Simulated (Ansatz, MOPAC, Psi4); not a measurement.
Intermolecular potential of Cl2Ge ··· HF (SMILES [Cl][Ge][Cl] and F). Monomers: optimised at B3LYP-D3(BJ) (def2-TZVP), held rigid. Orientation: lowest of the rigid-body minima from ten starts at GFN2-xTB. The monomers approach along the line of their centres of mass (distance R); nothing else relaxes.

Geometry at R = 2.71 Å (first 3 atoms: monomer A):
```
5

Ge     0.0504    -0.0443     0.9378
Cl     1.0780     1.3084    -0.4674
Cl    -1.1284    -1.2641    -0.4704
F      2.5154    -0.9729     0.7183
H      2.6480    -0.2997     0.0987
```

CCSD(T)/aug-cc-pVDZ = Ansatz (a first-principles code) with CCSD(T) on RHF/aug-cc-pVDZ, cores with 3d frozen, counterpoise-corrected; PM3, restricted, heats of formation (MOPAC); CCSD/aug-cc-pVDZ = CCSD on RHF/aug-cc-pVDZ, cores with 3d frozen, counterpoise-corrected (Ansatz); B3LYP/def2-TZVP, counterpoise-corrected (Psi4); B3LYP-D3(BJ)/def2-TZVP, counterpoise-corrected (Psi4).

Interaction energies in kJ/mol (negative: bound); R is the distance of the centres of mass, d the Cl2···H5 distance.

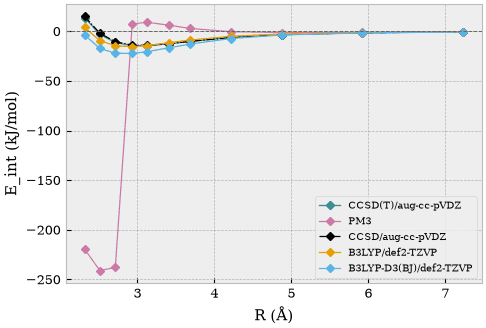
Figure. Interaction energy against separation.

```tsv
R / Å	d / Å	CCSD(T)/aug-cc-pVDZ	PM3	CCSD/aug-cc-pVDZ	B3LYP/def2-TZVP	B3LYP-D3(BJ)/def2-TZVP
2.31	1.96	13.81	-219.32	15.16	3.87	-3.55
2.51	2.14	-3.11	-241.07	-2.05	-9.48	-17.33
2.71	2.32	-11.29	-237.82	-10.52	-14.56	-22.10
2.93	2.52	-14.41	7.33	-13.90	-15.45	-22.35
3.12	2.69	-14.50	9.11	-14.15	-14.35	-20.58
3.41	2.97	-12.61	6.13	-12.42	-11.53	-16.62
3.68	3.22	-10.24	2.87	-10.14	-8.86	-12.87
4.21	3.73	-6.27	-0.41	-6.27	-5.06	-7.30
4.87	4.37	-3.37	-1.31	-3.41	-2.74	-3.72
5.91	5.39	-1.47	-1.01	-1.51	-1.32	-1.61
7.23	6.69	-0.65	-0.57	-0.68	-0.63	-0.71
```

Lowest grid point: CCSD(T)/aug-cc-pVDZ -14.50 kJ/mol at R = 3.12 Å; PM3 -241.07 kJ/mol at R = 2.51 Å; CCSD/aug-cc-pVDZ -14.15 kJ/mol at R = 3.12 Å; B3LYP/def2-TZVP -15.45 kJ/mol at R = 2.93 Å; B3LYP-D3(BJ)/def2-TZVP -22.35 kJ/mol at R = 2.93 Å.
